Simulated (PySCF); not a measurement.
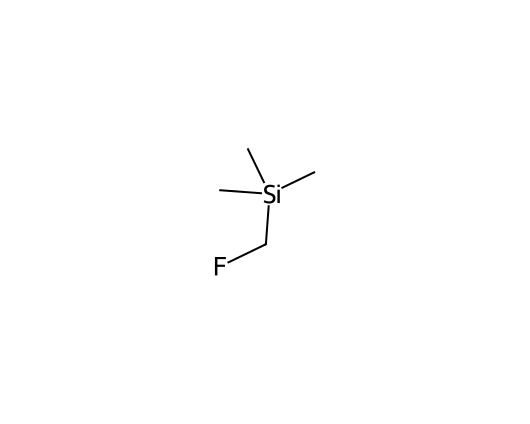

(Drawn from a calculation with PySCF.)

2D structure.

Write the SMILES.

C[Si](C)(C)CF

Give the formula, hydrogens included.

C4H11FSi.

An optimisation with PBE0-D3(BJ)/def2-SVP gave a structure of which point group?

Cs. Other conformers may differ.
